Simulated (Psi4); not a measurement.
**UB3LYP-D4/def2-SVP (density fitting) run of AlSiH4O (SMILES [AlH][O][SiH3])**

Aim: molecular dynamics of AlSiH4O. The job is set up through an ASE script.

The results are computed with Psi4 1.11.

## 1. The structure to begin with

The species is AlSiH4O (7 atoms), meant as a doublet with charge 0. SMILES: `[AlH][O][SiH3]`. The shape is that of a PBE0-D4/def2-TZVP (4 decimals) optimisation. This is one conformer, not always the lowest. The run starts from this shape.

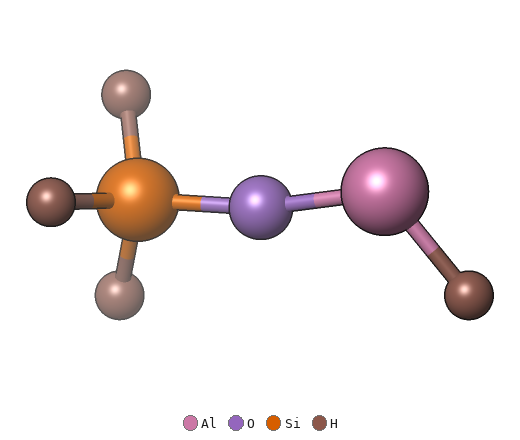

The structure, seen from a chosen angle (aluminium pink, oxygen purple, silicon orange, hydrogen brown).

## 2. Molecular dynamics at UB3LYP-D4/def2-SVP (density fitting)

alh4osi.sdf

```

     RDKit          3D

  7  6  0  0  0  0  0  0  0  0999 V2000
   -1.6437   -1.5037   -0.2011 Al  0  0  0  0  0  2  0  0  0  0  0  0
   -0.4030   -0.3686   -0.0473 O   0  0  0  0  0  0  0  0  0  0  0  0
    0.8709    0.5674    0.3358 Si  0  0  0  0  0  4  0  0  0  0  0  0
   -2.5801   -1.3528   -1.5002 H   0  0  0  0  0  0  0  0  0  0  0  0
    1.2044    1.4636   -0.8027 H   0  0  0  0  0  0  0  0  0  0  0  0
    0.5549    1.4012    1.5262 H   0  0  0  0  0  0  0  0  0  0  0  0
    2.0578   -0.2752    0.6435 H   0  0  0  0  0  0  0  0  0  0  0  0
  2  1  1  0
  3  2  1  0
  4  1  1  0
  5  3  1  0
  6  3  1  0
  7  3  1  0
M  RAD  1   1   2
M  END
$$$$
```

run_ase.py

```python
import numpy as np
from ase.calculators.psi4 import Psi4
from ase.io import read
from ase import units
from ase.md.velocitydistribution import MaxwellBoltzmannDistribution, Stationary
from ase.md.verlet import VelocityVerlet

atoms = read('alh4osi.sdf')
calc = Psi4(atoms=atoms, method='b3lyp-d4', basis='def2-SVP', memory='1600MB', num_threads=1, charge=0, multiplicity=2, label='psi4-calc', reference='uks')
atoms.calc = calc

MaxwellBoltzmannDistribution(atoms, temperature_K=600.0, rng=np.random.default_rng(956))
Stationary(atoms)
dyn = VelocityVerlet(atoms, 0.5 * units.fs)
def show():
    ep, ek = atoms.get_potential_energy(), atoms.get_kinetic_energy()
    print(f'step {dyn.nsteps:3d}  Epot {ep:14.6f}  Ekin {ek:9.6f}  Etot {ep + ek:14.6f} eV  T {atoms.get_temperature():7.1f} K')
dyn.attach(show)
dyn.run(15)
```

The run is started by

```sh
$ python run_ase.py
```

psi4-calc.dat:

```text
[...]
  Running in c1 symmetry.
[...]
  Nuclear repulsion =  129.305447857984575
[...]
  Multiplicity = 2
[...]
  Nalpha       = 20
  Nbeta        = 19
[...]
    Number of basis functions: 70
[...]
   @DF-UKS iter   1:  -609.16845831824958   -4.70120e-01   1.06668e-02 ADIIS/DIIS
[...]
   @DF-UKS iter  12:  -609.40303800641755   -1.05729e-11   6.37174e-09 DIIS
[...]
   @S^2 Observed:                7.530182760E-01
[...]
    Orbital Energies [Eh]
    ---------------------
    Alpha Occupied:
       1A    -66.145668     2A    -56.056068     3A    -19.130451
       4A     -5.307586     5A     -4.157626     6A     -3.671056
       7A     -3.669196     8A     -3.668578     9A     -2.715791
      10A     -2.713230    11A     -2.709270    12A     -0.956445
      13A     -0.553858    14A     -0.448612    15A     -0.389412
      16A     -0.381586    17A     -0.365110    18A     -0.317705
      19A     -0.308931    20A     -0.193197
    Alpha Virtual:
      21A     -0.059157    22A      0.003577    23A      0.060110
      24A      0.076906    25A      0.081497    26A      0.087057
[...]
  @DF-UKS Final Energy:  -609.40303800641755
   => Energetics <=
    Nuclear Repulsion Energy =            129.3054478579845750
    One-Electron Energy =               -1101.3336709010588947
    Two-Electron Energy =                 402.6984635923304836
    DFT Exchange-Correlation Energy =     -40.0655287951023951
    Empirical Dispersion Energy =          -0.0077497605713015
    VV10 Nonlocal Energy =                  0.0000000000000000
    Total Energy =                       -609.4030380064176597
[...]
 Multipole Moments:
 ------------------------------------------------------------------------------------
     Multipole            Electronic (a.u.)      Nuclear  (a.u.)        Total (a.u.)
 ------------------------------------------------------------------------------------
 L = 1.  Multiply by 2.5417464519 to convert [e a0] to [Debye]
 Dipole X            :         -3.9424697            3.7931866           -0.1492831
 Dipole Y            :         -3.6515562            3.5471959           -0.1043603
 Dipole Z            :          0.1722622           -0.0654688            0.1067934
 Magnitude           :                                                    0.2111429
[...]
  -Total Gradient:
     Atom            X                  Y                   Z
    ------   -----------------  -----------------  -----------------
       1        0.005266390615     0.007297902040    -0.003323947255
       2       -0.001837257836    -0.000208508007    -0.002049435128
       3       -0.020141501786    -0.003458781411     0.009701835170
       4       -0.006547537891    -0.005149446228    -0.001930557932
       5        0.002095684717    -0.000174567140    -0.009811077674
       6        0.005895568166     0.000264229081     0.004419584405
       7        0.015239144853     0.001384754913     0.002962696217
[...]
```

Standard output:

```text
step   0  Epot  -16582.832229  Ekin  0.426420  Etot  -16582.405809 eV  T   471.3 K
step   1  Epot  -16582.832476  Ekin  0.426725  Etot  -16582.405752 eV  T   471.6 K
step   2  Epot  -16582.821737  Ekin  0.416125  Etot  -16582.405612 eV  T   459.9 K
step   3  Epot  -16582.802150  Ekin  0.396724  Etot  -16582.405426 eV  T   438.5 K
step   4  Epot  -16582.776710  Ekin  0.371483  Etot  -16582.405227 eV  T   410.6 K
step   5  Epot  -16582.748720  Ekin  0.343680  Etot  -16582.405041 eV  T   379.8 K
step   6  Epot  -16582.721343  Ekin  0.316459  Etot  -16582.404884 eV  T   349.7 K
step   7  Epot  -16582.697278  Ekin  0.292510  Etot  -16582.404768 eV  T   323.3 K
step   8  Epot  -16582.678555  Ekin  0.273858  Etot  -16582.404697 eV  T   302.7 K
step   9  Epot  -16582.666433  Ekin  0.261758  Etot  -16582.404674 eV  T   289.3 K
step  10  Epot  -16582.661347  Ekin  0.256647  Etot  -16582.404700 eV  T   283.6 K
step  11  Epot  -16582.662905  Ekin  0.258129  Etot  -16582.404775 eV  T   285.3 K
step  12  Epot  -16582.669906  Ekin  0.265008  Etot  -16582.404897 eV  T   292.9 K
step  13  Epot  -16582.680404  Ekin  0.275346  Etot  -16582.405059 eV  T   304.3 K
step  14  Epot  -16582.691847  Ekin  0.286602  Etot  -16582.405246 eV  T   316.7 K
step  15  Epot  -16582.701312  Ekin  0.295876  Etot  -16582.405435 eV  T   327.0 K
```

Wall time 95 s (1 thread of Intel Xeon 6975P-C (Granite Rapids), shared host); peak memory 0.79 GiB.

Steps, from the record of the run:

| step | potential energy change (eV) | largest force (eV/Å) |
| --- | --- | --- |
| 0 | 0.0000 | 0.7939 |
| 1 | -0.0002 | 1.0306 |
| 2 | 0.0105 | 1.2956 |
| 3 | 0.0301 | 1.5444 |
| 4 | 0.0555 | 1.7581 |
| 5 | 0.0835 | 1.9288 |
| 6 | 0.1109 | 2.0537 |
| 7 | 0.1350 | 2.1328 |
| 8 | 0.1537 | 2.1672 |
| 9 | 0.1658 | 2.1577 |
| 10 | 0.1709 | 2.1048 |
| 11 | 0.1693 | 2.0083 |
| 12 | 0.1623 | 1.8670 |
| 13 | 0.1518 | 1.6796 |
| 14 | 0.1404 | 1.4449 |
| 15 | 0.1309 | 1.1633 |

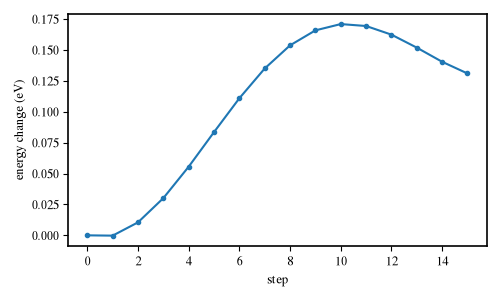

Energy along the run.

## 3. Results

At UB3LYP-D4/def2-SVP (density fitting):

| quantity | value |
| --- | --- |
| potential energy of the last frame | -609.40304 Eh |
